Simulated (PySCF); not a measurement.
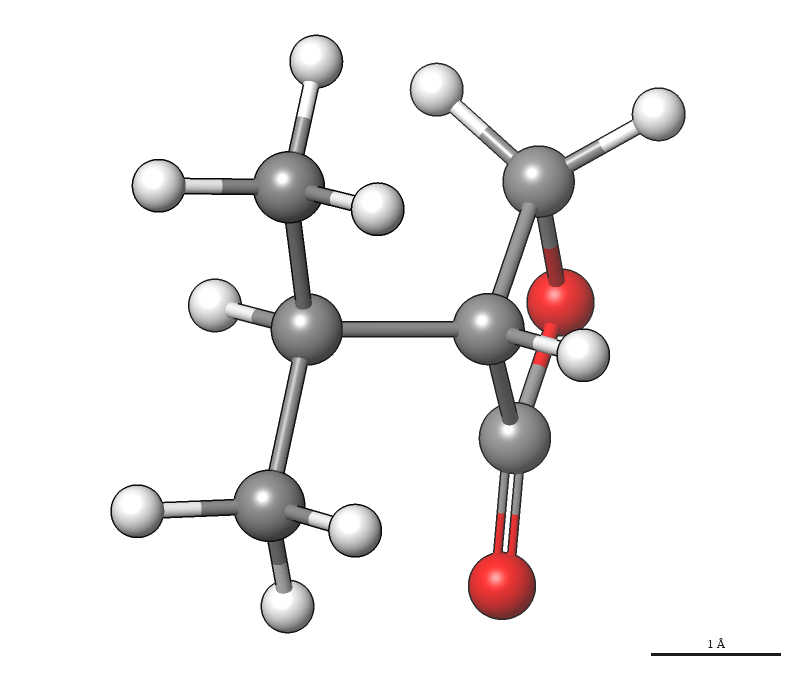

The picture shows a molecular structure as a ball-and-stick model. Colours: carbon grey, oxygen red, hydrogen white.

The geometry was computed by an optimisation with GFN2-xTB. No frequency run is at hand to confirm it as a minimum.

Describe the molecule.

Formula C6H10O2. As SMILES it reads `CC(C)[C@@H]1COC1=O`. Independent rings (smallest set): 1 of 4 members. Among its groups: ester. The point group is C1. Coordination, clear cases only: 3 C tetrahedral; 1 O bent.

More results for the same structure follow; atom numbers are the same in all pictures, views and colours differ.

**Shape**

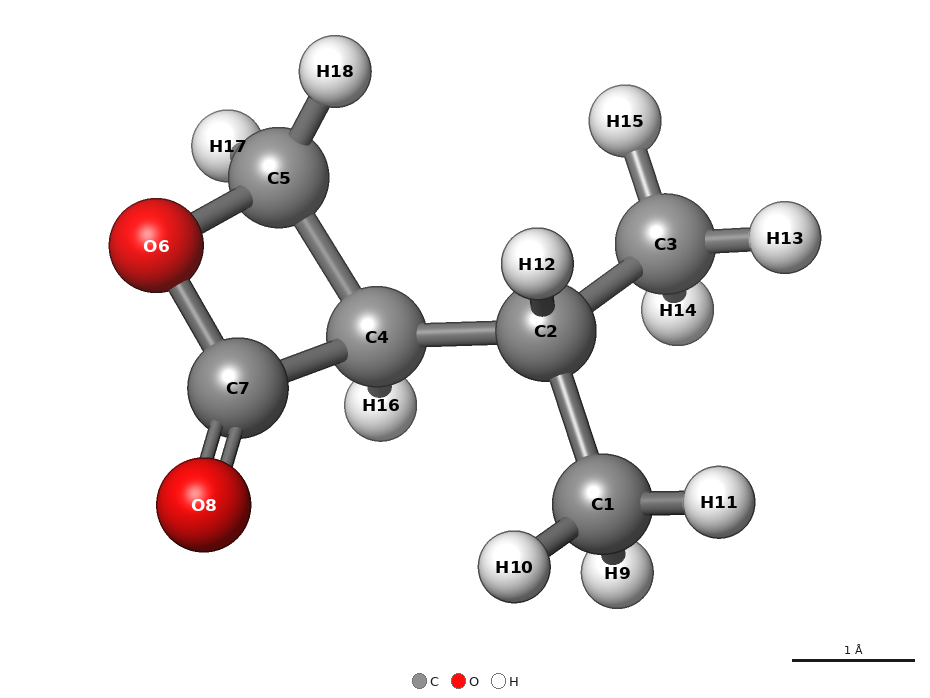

No frequency run is at hand to confirm it as a minimum.

Which atoms are bonded, and how long are the bonds? Leave out bonds to hydrogen.

```json
{"bond": "C1–C2", "length (Å)": "1.526", "order": "single"}
{"bond": "C2–C3", "length (Å)": "1.527", "order": "single"}
{"bond": "C2–C4", "length (Å)": "1.529", "order": "single"}
{"bond": "C4–C5", "length (Å)": "1.538", "order": "single"}
{"bond": "C4–C7", "length (Å)": "1.522", "order": "single"}
{"bond": "C5–O6", "length (Å)": "1.439", "order": "single"}
{"bond": "O6–C7", "length (Å)": "1.357", "order": "single"}
{"bond": "C7–O8", "length (Å)": "1.188", "order": "double"}
```

**Quadrupole coupling**

No frequency run is at hand to confirm it as a minimum. Electric field gradients from the ground-state density, PBE0/pcSseg-1 (PySCF 2.14.0), non-relativistic apart from any core potentials.

Give the largest field-gradient component, the quadrupole coupling constant and the asymmetry for 17O at O6 (Q = −25.6 mb), 17O at O8 (Q = −25.6 mb), 2H at H9 (Q = 2.86 mb), 2H at H10 (Q = 2.86 mb).

```
atom  V_zz (a.u.)  e²qQ/h (MHz)     η
  O6        1.561         −9.39  0.51
  O8       −1.432          8.61  0.22
  H9        0.314         0.211  0.03
 H10        0.308         0.207  0.03
```

**Dipole moment**

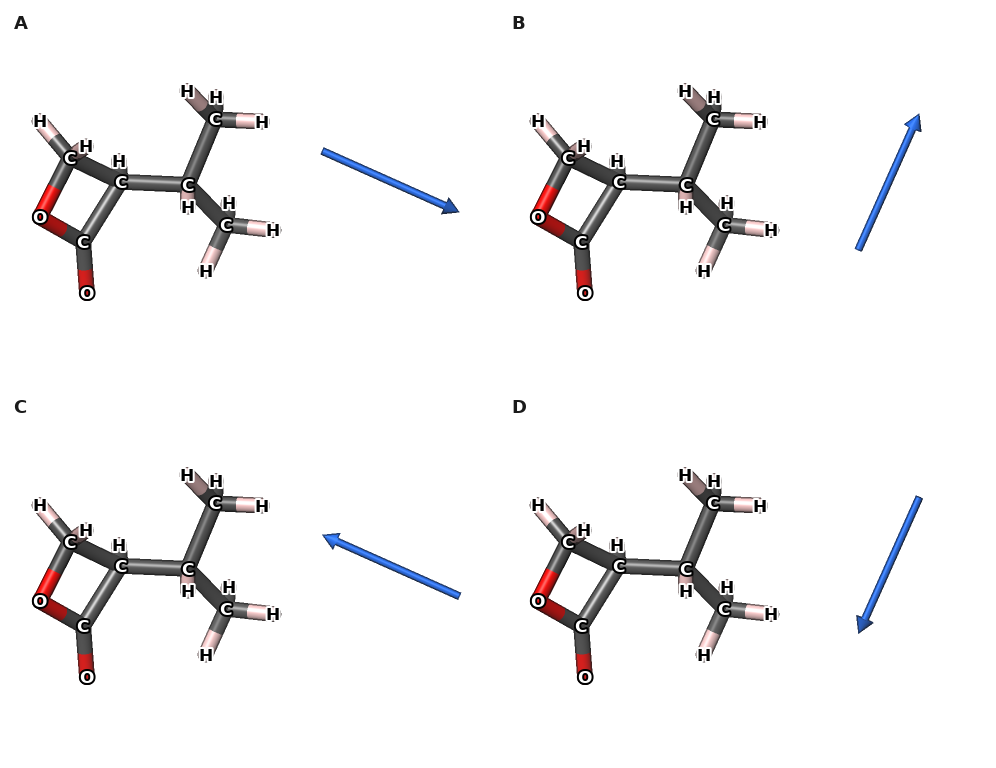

The same molecule four times, each with an arrow. No frequency run is at hand to confirm it as a minimum. Method: PBE0/pcSseg-1, gas phase (PySCF 2.14.0).

Question: Which arrow points along the dipole moment, from the negative to the positive end?

Answer: B. The dipole moment is 4.27 D.

**NMR shielding**

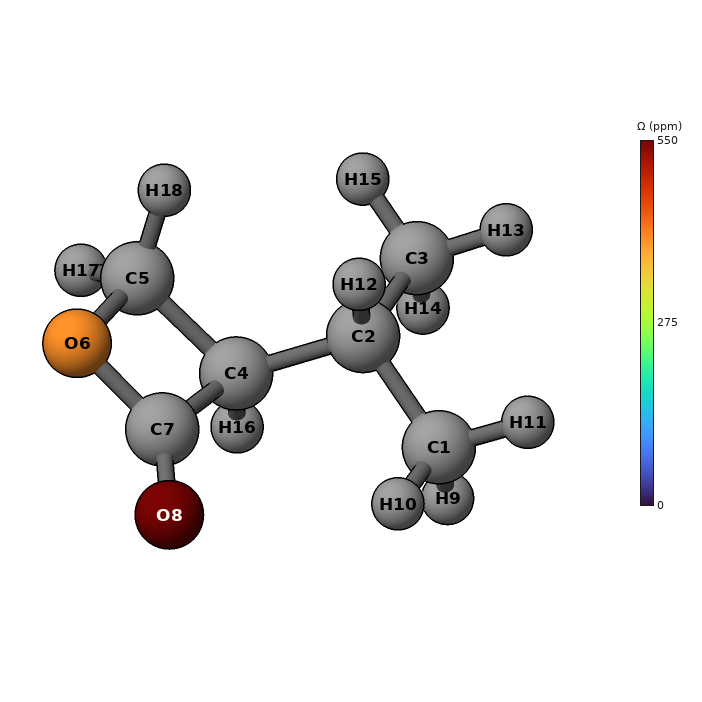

The O atoms are coloured by the span of their shielding tensor. No frequency run is at hand to confirm it as a minimum. Method: GIAO PBE0/pcSseg-1 NMR shielding, non-relativistic, gas phase (PySCF 2.14.0). Principal shieldings σ11 ≤ σ22 ≤ σ33, span Ω = σ33 − σ11, skew κ = 3(σiso − σ22)/Ω.

Question: Which O atom has the most anisotropic shielding?

Answer: O8, with a span of 548 ppm.

Give the shielding tensors of the O atoms.

| atom | σ11 | σ22 | σ33 | σiso | Ω | κ |
| --- | --- | --- | --- | --- | --- | --- |
| O6 | −160.0 | 97.8 | 239.9 | 59.2 | 399.9 | −0.29 |
| O8 | −328.6 | −165.6 | 219.8 | −91.4 | 548.4 | 0.41 |

Shieldings and span in ppm.
